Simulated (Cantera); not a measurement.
Charge: 1 mol C₃H₈, 0.53 mol O₂, 2.1 mol H₂, equilibrated at 0.133 bar.

Method: chemical equilibrium by Gibbs-energy minimisation in Cantera with the NASA 1993 tables (ideal gas, pure condensed phases). Candidate condensed phases: C, C₆H₆, C₇H₈, C₈H₁₈, H₂O; 110 gas species. Rates play no part.

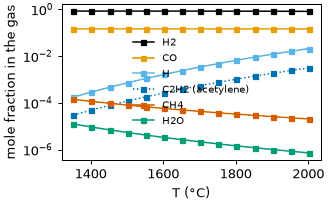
Figure. Equilibrium gas composition (values under 1e-9 drawn at 1e-9)

**Question.** Read off the mole fractions at 1752 °C.

**Answer.** H₂ about 0.85, CO about 0.15, H about 0.0049, C₂H₂ (acetylene) about 0.00077, CH₄ about 3.8e-5, H₂O about 1.8e-6.
